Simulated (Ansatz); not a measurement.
# G0W0 on several functionals: NaFeN (P6_3mc), part 2 of 2

One-shot GW is not self-consistent; how far does the start matter for NaFeN (P6_3mc)?

Ansatz 0.2.0; G0W0 on several functionals, plane waves, PAW. Known limits of the many-body steps: not at the basis limit; mesh may overstate the screening; no spin polarisation; d states lean on the start; coarse k mesh.

So far. Step 2 (G0W0 on LDA): The gap on the mesh goes from 0.28 eV to 0.65 eV, a correction of +0.37 eV. Between the two edge states, bare exchange in place of the xc potential would open the gap by 6.25 eV, and correlation takes back 5.88 eV.

In doubt: one-shot GW on d or f shells is unsure, so the values of those runs are not to be relied on; masses and optical values from hybrid runs of this build are listed as unsure (step 4), which bears on the screening that GW takes from such a start.

### Step 3. G0W0 on PBE

One-shot GW remembers its start. Another functional's orbitals and levels show by how much.

This step: G0W0 on PBE, plane waves, PAW; PAW set soft_1.

File input.yaml:

```yaml
crystal:
  lattice:
    - [2.9791986867, 0.0, 0.0]
    - [-1.4895993434, 2.5800617456, 0.0]
    - [0.0, 0.0, 9.67759076]
  atoms:
    - { symbol: Na, position: [0.66666667, 0.33333333, 0.76069016] }
    - { symbol: Na, position: [0.33333333, 0.66666667, 0.26069016] }
    - { symbol: Fe, position: [0.0, 0.0, 0.51816637] }
    - { symbol: Fe, position: [0.0, 0.0, 0.01816637] }
    - { symbol: "N", position: [0.33333333, 0.66666667, 0.56578347] }
    - { symbol: "N", position: [0.66666667, 0.33333333, 0.06578347] }
kpoints:
  mp_grid: { grid: [6, 6, 2] }
hamiltonian:
  xc: pbe
  pseudopotentials: { kind: paw, azcp: { folder: soft_1 } }
scf:
  occupations: { method: fixed }
gw:
  n_empty_bands: 589
  ecut_chi: 230.0
  qp_bands: [v2, c2]
  qp_kpoints: band_edges
  screening: { model: contour_deformation }
```

On the command line:

```
ansatz run input.yaml --threads 3 --pin off --max-ram 92160MiB --backend cuda --events-out ev --progress --plain --runs-dir out --devices 1 --max-vram 13GiB
```

Numbers of over 12 decimals in the logs are rounded to 6 here.

What it wrote:

```text
GPUs: using 1 of 1 available (devices: 1).
[...]
GPU FFT provider: cuFFT
GPU libraries: cuBLAS 13.8.2, cuFFT 12.4.0, cuSOLVER 12.3.4
Crystal: 6 atoms, lattice volume = 74.387 Å³
Basis set: ecut = 420 eV, 1401 PW (Γ)
Bands: 36, of which v1, the nominal top of the filled ones, is band 30 counted from 1 (29 counted from 0)
Symmetry: 12 space group operations
[...]
k-points: 14 of 72
[...]
GPU buffer pool allocated for 28800 grid points (all kernels)
[...]
SCF iter   1: F=—  HF=-12703.154675 eV  |F-HF|=—  |Δ(HF+E_count)|=         —  Δρ=8.00e-2  dr2=2.84e0  ethr=3.10e-3  ⟨swp⟩=4.0  Hψ=1466  notcnv=0  defer=27
[...]
SCF iter  10: F=-12702.303056 eV  HF=-12702.303056 eV  |F-HF|=4.63e-8  |Δ(HF+E_count)|=   3.28e-8  Δρ=8.97e-6  dr2=4.89e-8  ethr=1.67e-10  ⟨swp⟩=7.9  Hψ=1528  notcnv=0
SCF 1 converged in 10 iterations: F = -12702.303056 eV  dr2 = 4.89e-8
[...]
NSCF: frozen V_eff on 14 k-points
[...]
G₀W₀ screening: q 1/14
[... further progress lines ...]
SCF converged after 10 iterations
Free energy (F): -12702.303056 eV
[...]
Internal energy: -12702.303056 eV  (E = F + TS)
E sigma→0 (E₀):  -12702.303056 eV
Fermi energy:    9.924069 eV
[...]
--- Band table (eV; the first three rows and the last of 14) ---
  k-point 0: bands = [... 26 lower, 9.2915, 9.2915, 9.2960, 9.2960, 11.7577, 12.4722, 14.0567, 14.0567, ... 2 higher]
  k-point 1: bands = [... 26 lower, 9.2938, 9.2938, 9.2938, 9.2938, 12.0136, 12.0136, 14.0659, 14.0659, ... 2 higher]
[...]
1    29      9.2938   -34.4654     4.7742   -30.3041  0.5558     9.8804     9.9067  root ?
     1    30      9.2938   -34.4654     4.7742   -30.3041  0.5558     9.8804     9.9067  root ?
     1    31     12.0136   -18.6657    -3.5638   -22.6242  0.6471    12.4191    12.4083  root
     1    32     12.0136   -18.6657    -3.5638   -22.6242  0.6471    12.4191    12.4083  root
     2    29      9.2779   -31.2024     4.0519   -27.6665  0.5719     9.7760     9.7939  root ?
     2    30      9.5448   -30.9226     3.6400   -27.7658  0.5898    10.0162    10.0281  root ?
     2    31     11.8944   -20.7018    -3.2070   -24.3716  0.6412    12.3707    12.3572  root
     2    32     12.3510   -15.8152    -4.4880   -20.5593  0.6556    12.6107    12.6070  root
     3    29      9.4393   -31.1444     3.8305   -27.8149  0.5830     9.9258     9.9404  root ?
     3    30      9.4393   -31.1444     3.8305   -27.8149  0.5830     9.9258     9.9404  root ?
     3    31     12.1149   -18.1068    -3.7769   -22.2414  0.6465    12.4794    12.4726  root
     3    32     12.1149   -18.1068    -3.7769   -22.2414  0.6465    12.4794    12.4726  root
[...]
10    31     10.6003   -23.8736    -2.7931   -27.2022  0.6112    11.1608    11.1358  root
    10    32     10.6214   -24.1068    -2.6954   -27.3383  0.6084    11.1822    11.1575  root
[...]
11    31     10.6128   -24.0517    -2.7510   -27.3410  0.6091    11.1759    11.1512  root
    11    32     10.6128   -24.0517    -2.7510   -27.3410  0.6091    11.1759    11.1512  root
[...]
13    29      9.5778   -29.9869     3.5161   -26.9029  0.5994    10.0008    10.0098  root ?
    13    30      9.5778   -29.9869     3.5161   -26.9029  0.5994    10.0008    10.0098  root ?
    13    31     10.2607   -24.8420    -3.8817   -29.3675  0.6093    10.9653    10.9046  root ?
    13    32     10.2607   -24.8420    -3.8817   -29.3675  0.6093    10.9653    10.9046  root ?
```

It took 68 s on 1 × NVIDIA H100 80GB HBM3 (shared by 6 runs) with 3 threads of AMD EPYC 7R13 (Zen 3), shared host; peak memory 2.2 GiB; 2 min of CPU time.

Numbers from this step:

```
bands summed                                 : 619
RPA ε∞ on this mesh (eigenvalues)            : 6.035, 33.30, 33.30
plane waves in the screening matrix          : 611
q-points in the mesh                         : 72
G0W0 gap on the mesh                         : 0.6212 eV
k of the valence top                         : 0.1667, 0.1667, 0
k of the conduction bottom                   : 0.3333, 0.3333, -0.5
starting gap on the mesh                     : 0.3366 eV
Z at the valence top                         : 0.6241
Z at the conduction bottom                   : 0.6093
least direct G0W0 gap on the computed points : 0.8925 eV
```

Against the run with 6×6×2 mesh, 589 empty bands, screening to 230 eV, PAW set soft_1 files on LDA, the gap moves by −0.02 eV, while the start moved by +0.06 eV.

### Step 4. G0W0 on HSE06

This step: G0W0 on HSE06, plane waves, PAW; PAW set soft_1.

Changes to input.yaml since step 3:

```diff
@@ -15,3 +15,3 @@
 hamiltonian:
-  xc: pbe
+  xc: hse06
   pseudopotentials: { kind: paw, azcp: { folder: soft_1 } }
```

What it wrote:

```text
GPUs: using 1 of 1 available (devices: 1).
[...]
davidson cushion auto → on  (no smearing: the cushion is to keep the highest requested band from converging to the state above it; pin scf.eigensolver.cushion to override)
[...]
GPU FFT provider: cuFFT
GPU libraries: cuBLAS 13.8.2, cuFFT 12.4.0, cuSOLVER 12.3.4
Crystal: 6 atoms, lattice volume = 74.387 Å³
Basis set: ecut = 420 eV, 1401 PW (Γ)
[...]
1    31     12.2061   -17.1194    -3.4571   -20.8321  0.6993    12.4631    12.4618  root
     1    32     12.2061   -17.1194    -3.4571   -20.8321  0.6993    12.4631    12.4618  root
[...]
13    29      8.6959   -27.3871     2.9450   -25.2298  0.6630     9.4678     9.4837  root
    13    30      8.6959   -27.3871     2.9450   -25.2298  0.6630     9.4678     9.4837  root
    13    31     10.6276   -23.7873    -2.5979   -26.9380  0.6584    11.1906    11.1804  root
    13    32     10.6276   -23.7873    -2.5979   -26.9380  0.6584    11.1906    11.1804  root
[key lines of the parts left out:]
Free energy (F): -12696.460175 eV
Fermi energy:    9.313210 eV
```

It took 91 s on 1 × NVIDIA H100 80GB HBM3 (shared by 6 runs) with 3 threads; peak memory 2.5 GiB.

This step gave:

| Property | Result |
| --- | --- |
| bands summed | 619 |
| RPA ε∞ on this mesh (eigenvalues) | 4.776, 19.24, 19.24 |
| plane waves in the screening matrix | 611 |
| G0W0 gap on the mesh | 1.061 eV |
| k of the valence top | 0.1667, 0.1667, 0 |
| k of the conduction bottom | 0, -0.5, 0 |
| starting gap on the mesh | 1.189 eV |
| least direct G0W0 gap on the computed points | 1.697 eV |

Against the run with 6×6×2 mesh, 589 empty bands, screening to 230 eV, PAW set soft_1 files on PBE, the gap moves by +0.44 eV, while the start moved by +0.85 eV.

### Step 5. The starts together

All on the 6×6×2 mesh with 589 empty bands and screening to 230 eV. Times are wall times on 1 × NVIDIA H100 80GB HBM3 (shared by 6 runs) with 3 threads of AMD EPYC 7R13 (Zen 3), shared host, good to a factor of about two.

```tsv
start	starting gap (eV)	shift (eV)	G0W0 gap (eV)	RPA ε∞ (harmonic mean)	Z (valence, conduction)	time
LDA	0.28	+0.37	0.65	13.97	0.62, 0.61	56 s
PBE	0.34	+0.28	0.62	13.29	0.62, 0.61	68 s
HSE06	1.19	−0.13	1.06	9.57	0.68, 0.68	91 s
```

The parts of the quasiparticle energy at the two band edges (eV; QP = start + Σx + Σc − Vxc):

```tsv
run	edge	start	Σx	Σc	Vxc	Z	QP
LDA	valence top	9.56	-27.37	2.01	-25.90	0.62	10.10
LDA	conduction bottom	9.84	-24.91	-3.88	-29.69	0.61	10.74
PBE	valence top	9.92	-27.52	2.18	-25.70	0.62	10.28
PBE	conduction bottom	10.26	-24.84	-3.88	-29.37	0.61	10.90
HSE06	valence top	9.31	-27.33	2.48	-25.56	0.68	10.02
HSE06	conduction bottom	10.50	-22.69	-1.71	-24.99	0.68	11.09
```

For a hybrid start, Vxc holds its share of exact exchange.

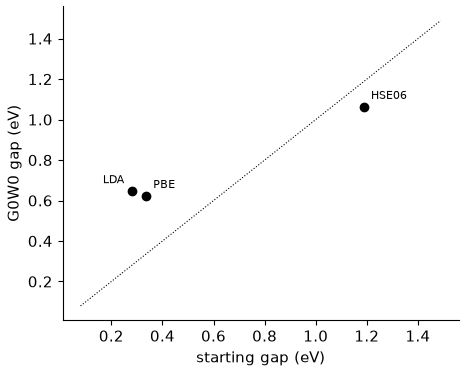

G0W0 gap against starting gap; on the dotted line the correction would vanish.

### Step 6. Summary of results

| Item | Value |
| --- | --- |
| G0W0@LDA | 0.65 eV (start 0.28 eV) |
| G0W0@PBE | 0.62 eV (start 0.34 eV) |
| G0W0@HSE06 | 1.06 eV (start 1.19 eV) |
| known limits | not at the basis limit; mesh may overstate the screening; no spin polarisation; d states lean on the start; coarse k mesh |

**Reading.** The starting gaps span 0.91 eV and the G0W0 gaps 0.44 eV. Between LDA and HSE06, 0.42 eV of the 0.91 eV survives, 46 %. The order is not kept throughout: PBE starts 0.06 eV above LDA and ends 0.02 eV below it, so orbitals matter beside the gap. On HSE06 the correction is negative: that start lies above its own G0W0 value. The smallest correction, −0.13 eV, is on HSE06, the start nearest to reproducing itself. Bands and cutoff are finite, so the gap is not at the basis limit. The miss can reach some tenths of an eV and take either sign; the mesh is an error of its own. The 6×6×2 mesh is coarse for this cell (its supercell is 18 Å along the shortest edge). The RPA ε∞ on it, from the LDA start, is 6.22 and 37.12; such meshes misread the long-range screening, most where the gap is narrow. For the LDA start: The RPA ε∞ on this mesh reaches over 25; with a narrow direct gap a coarse mesh can overstate it, and the correction is then too small. The runs have no spin polarisation. For a closed low-spin shell that is the natural state; where a d or f shell is open it is a constraint, and the gap is then not the crystal's own. With d states at the gap, one-shot GW leans hard on its start. The program marks a band-edge row as in doubt, so the gap is less sure than its digits.

[Paths, hosts, dates, memory and timing lines, banners, echoed tables and standing remarks are left out of the program output.]

[Logs are printed without paths, hosts, clocks, repeated set-up lines and the standing remarks that a program may print on its own settings, such as how far it seeks lower states.]

[Runs of the session that timed out or met a known fault of the program may be left out.]

[Cells called generated may have been cut or substituted from an entry of the Crystallography Open Database or the Materials Project.]

[Hosts, paths, dates, database ids (printed as entryN), source tags and the programs' standing remarks are cut or masked in the printed files.]
